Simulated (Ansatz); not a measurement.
# BSiH2F (SMILES B[Si]F) at UCCSD/STO-3G

What is the vertical electron affinity of BSiH2F at UCCSD/STO-3G? 

Program for the calculation: Ansatz 0.2.0.

63 further runs of the same task are left out: 3 that didn't finish, 60 set aside as unsound or not needed.

### 1 The system as given

BSiH2F has 5 atoms, charge 0, and is taken as a triplet. As SMILES, `B[Si]F`. Geometry: relaxed at GFN2-xTB.

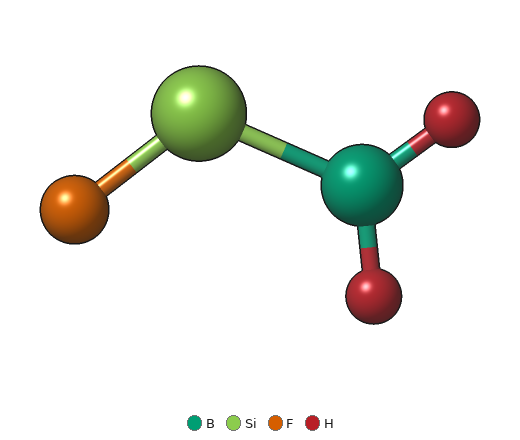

Viewed from a chosen angle; boron teal, silicon green, fluorine orange, hydrogen red.

### 2 The energy at UCCSD/STO-3G

File job.yaml:

```yaml
basis:
  gaussian: {orbitals: STO-3G}
crystal:
  periodic: [false, false, false]
  atoms:
    - {symbol: B, position_ang: [0.234950, 0.685700, -0.124130]}
    - {symbol: Si, position_ang: [-0.890020, -0.807470, -0.293660]}
    - {symbol: F, position_ang: [-0.519870, -2.176130, 0.558950]}
    - {symbol: H, position_ang: [-0.000350, 1.667090, -0.717680]}
    - {symbol: H, position_ang: [1.175290, 0.630810, 0.576520]}
total_charge: 0
magnetization: {spin_polarized: true, initial_magnetization: 2}
correlation: {method: ccsd, frozen_orbitals: {B: 1, F: 1, H: 0, Si: 5}}
accuracy: high
scf: {omitted_lower_state_checks: [cluster_reference, increment]}
```

Started as:

```console
$ ansatz run job.yaml --threads 1 --pin off --max-ram 2610MiB --events-out events.jsonl --progress --plain --runs-dir runs
```

Standard output (excerpt; [...] marks lines left out):

```text
Warning: RAYON_NUM_THREADS=1 ignored (pool sized by the plan → 1); use --threads N
Functional definition: HF
  name "HF"
[...]
380 factors; integrals over basis functions are off by at most 1.0e-8 eV
[...]
mean field -11131.68424232 eV, -409.0818505788 hartree, gradient 2.5e-8 eV, S^2 2.004508; 1 other end points of the search recorded, 0 dependent functions left out
7 core orbitals not correlated: weight in the atoms' cores, before any rotation towards them, 1.000 or more for the frozen orbitals, at most 0.000 for the correlated occupied ones
reference -11131.68424232 eV, -409.0818505788 hartree; 9, 7 occupied and 5, 7 virtual orbitals, 380 factors
second order -2.08300822 eV of doubles, -0.00000000 eV of singles
cycle   1  -2.48595098 eV  change   -4.0e-1 eV  update   9.2e-2
[...]
cycle  26  -2.87473182 eV  change   4.5e-10 eV  update   1.1e-9
Total energy: -11134.55897414 eV, -409.1874950245 hartree
Checks for a lower state left out: cluster_reference, increment
```

Run time: 0.32 s. Hardware: 1 thread of Arm Neoverse V1, shared host.

### 3 The doublet anion, same level

File run.yaml:

```yaml
crystal:
  periodic: [false, false, false]
  atoms:
    - {symbol: B, position_ang: [0.234950, 0.685700, -0.124130]}
    - {symbol: Si, position_ang: [-0.890020, -0.807470, -0.293660]}
    - {symbol: F, position_ang: [-0.519870, -2.176130, 0.558950]}
    - {symbol: H, position_ang: [-0.000350, 1.667090, -0.717680]}
    - {symbol: H, position_ang: [1.175290, 0.630810, 0.576520]}
basis:
  gaussian: {orbitals: STO-3G}
total_charge: -1
magnetization: {spin_polarized: true, initial_magnetization: 1}
correlation: {method: ccsd, frozen_orbitals: {B: 1, F: 1, H: 0, Si: 5}}
accuracy: high
scf: {omitted_lower_state_checks: [cluster_reference, increment]}
```

Started as:

```console
$ ansatz run run.yaml --threads 1 --pin off --max-ram 2610MiB --events-out events.jsonl --progress --plain --runs-dir runs
```

Standard output (excerpt; [...] marks lines left out):

```text
Warning: RAYON_NUM_THREADS=1 ignored (pool sized by the plan → 1); use --threads N
[... 2 set-up lines as earlier in the session ...]
[...]
380 factors; integrals over basis functions are off by at most 1.0e-8 eV
[...]
mean field -11127.32991205 eV, -408.9218318929 hartree, gradient 1.2e-8 eV, S^2 0.755962; 4 other end points of the search recorded, 0 dependent functions left out
7 core orbitals not correlated: weight in the atoms' cores, before any rotation towards them, 1.000 or more for the frozen orbitals, at most 0.000 for the correlated occupied ones
reference -11127.32991205 eV, -408.9218318929 hartree; 9, 8 occupied and 5, 6 virtual orbitals, 380 factors
second order -2.07998926 eV of doubles, -0.00000000 eV of singles
cycle   1  -2.48619280 eV  change   -4.1e-1 eV  update   7.7e-2
[...]
cycle  29  -2.78070555 eV  change   -1.6e-9 eV  update   2.1e-9
Total energy: -11130.11061760 eV, -409.0240209370 hartree
Checks for a lower state left out: cluster_reference, increment
```

Run time: 0.44 s. Hardware: 1 thread of Arm Neoverse V1, shared host.

### 4 What came out

At UCCSD/STO-3G, 7 core orbitals frozen:

| quantity | value |
| --- | --- |
| triplet BSiH2F: total energy | -409.18750 Eh |
| triplet BSiH2F: correlation energy (7 core orbitals frozen) | -105.6 mEh |
| triplet BSiH2F: ⟨S²⟩ of the reference determinant | 2.005 |
| triplet BSiH2F: T1 diagnostic | 0.031 |
| doublet anion: total energy | -409.02402 Eh |
| doublet anion: correlation energy (7 core orbitals frozen) | -102.2 mEh |
| doublet anion: ⟨S²⟩ of the reference determinant | 0.756 |
| doublet anion: T1 diagnostic | 0.016 |
| vertical electron affinity (to the doublet anion) | -4.448 eV |

What this shows: The anion lies 4.45 eV (429 kJ/mol) above the neutral: the electron isn't bound at this level, and such a value depends on the basis. Without diffuse functions anions come out too high. In a minimal basis such a difference can be off by several eV, whatever the method.
